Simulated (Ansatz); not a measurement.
**CH$_{5}$FNSi (SMILES C=[NH+][SiH2]F) (charge +1): density, localisation and related maps**

The calculation's input:

```
crystal:
  periodic: [false, false, false]
  atoms:
    - {symbol: C, position_ang: [1.632858, -1.148385, -1.696302]}
    - {symbol: F, position_ang: [3.348069, 0.103703, 0.271154]}
    - {symbol: N, position_ang: [1.090598, -0.156728, -1.089885]}
    - {symbol: Si, position_ang: [1.933468, 0.866348, 0.238372]}
    - {symbol: H, position_ang: [1.084785, -1.706945, -2.465514]}
    - {symbol: H, position_ang: [2.659582, -1.437467, -1.437863]}
    - {symbol: H, position_ang: [0.127995, 0.075636, -1.366491]}
    - {symbol: H, position_ang: [2.020337, 2.221494, -0.325546]}
    - {symbol: H, position_ang: [1.130950, 0.648137, 1.450944]}
basis:
  gaussian:
    orbitals: def2-TZVPD
total_charge: 1
hamiltonian:
  xc: pbe0
output: {forces: true, orbitals: {seedname: orbitals}}
```

Run with:

```sh
ansatz run input.yaml --threads 2 --pin off --max-ram 4350MiB --events-out events.jsonl --progress --plain --runs-dir runs
```

Geometry: B3LYP-D3(BJ)/def2-SVP.

These are results of isolated molecule in a Gaussian basis; Kohn-Sham density functional theory, functional PBE0 (Ansatz 0.2.0), not measurements.

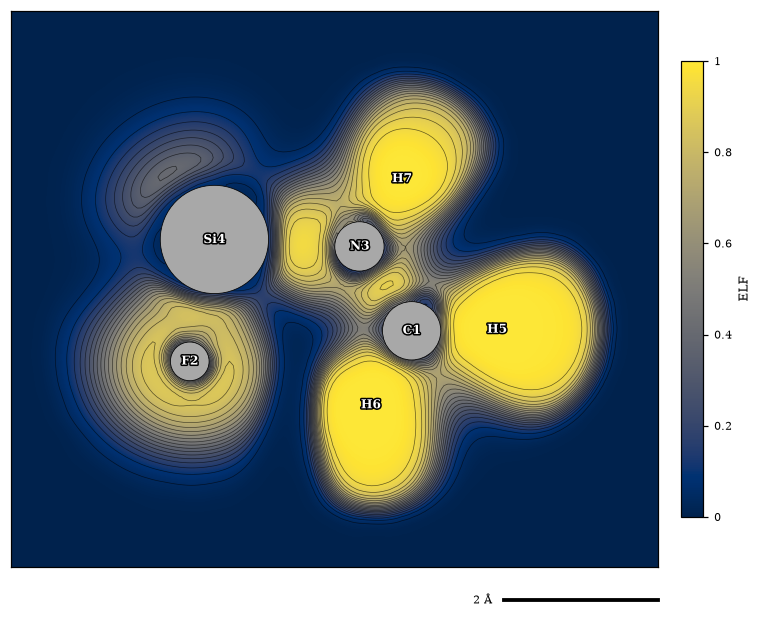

Figure 1. ELF on the plane of atoms F2, Si4 and N3. Grey discs cover the atomic cores.

> Describe what can be read from this map.

Atoms in the plane: C, F, N, Si and H. C–N (1.28 Å): the ELF peaks at about 0.90 between the atoms: localised, covalent bonding. Si–F (1.61 Å): the ELF peaks at about 0.85 in the valence shell of F, 0.6 Å from its nucleus, and is about 0.50 at the midpoint. Si–N (1.88 Å): the ELF peaks at about 0.95 between the atoms (a polar covalent bond). N–H (1.03 Å): the ELF climbs to about 1 towards the hydrogen, as it does in any bond to H: a covalent bond by its length. C–H (1.10 Å): the ELF climbs to about 1 towards the hydrogen; an ordinary covalent bond to hydrogen. The ELF also peaks beside F2, away from the bonds: lone-pair regions.

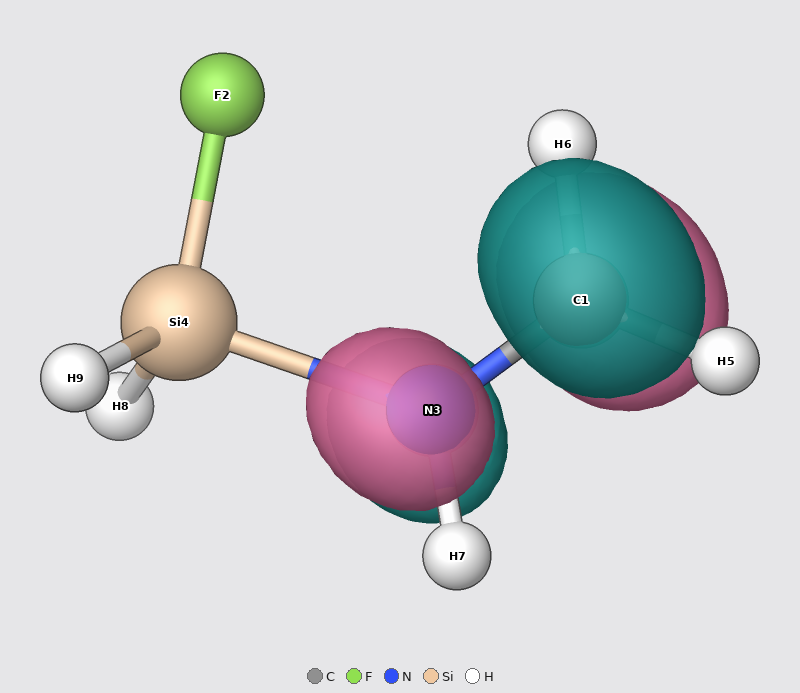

Figure 2. The LUMO at ±0.2 Å⁻³ᐟ² (teal and pink are the two phases), seen at a tilt.

> What is the character of this orbital?

By Hirshfeld shares it lies mainly on C1 (about 50 %) and N3 (about 25 %); π-antibonding (π*) across C1–N3. Its energy is −7.87 eV.

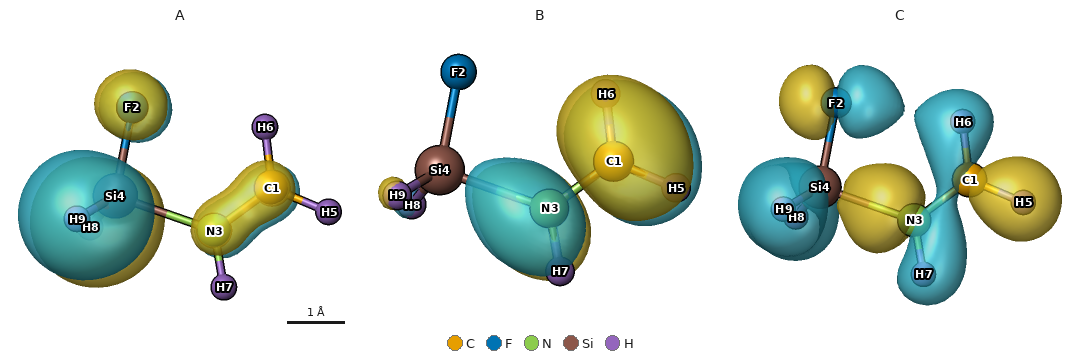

Figure 3. Three frontier orbitals at ±0.1 Å⁻³ᐟ² (yellow and cyan are the two phases), in no order.

> Order the three orbitals by energy and name them.

C is the HOMO−1 (−16.46 eV). It lies mainly on N3 (about 25 %), Si4 (about 20 %), F2 (about 15 %), C1 (about 10 %), H8 (about 10 %) and H9 (about 10 %). A is the HOMO (−15.17 eV). Its weight (Hirshfeld) is mainly on Si4 (about 35 %), H8 (about 25 %), H9 (about 25 %) and F2 (about 10 %). B is the LUMO (−7.87 eV). It lies mainly on C1 (about 50 %) and N3 (about 25 %); π-antibonding (π*) across C1–N3.

> What is the HOMO–LUMO gap?

7.30 eV between the orbital energies.
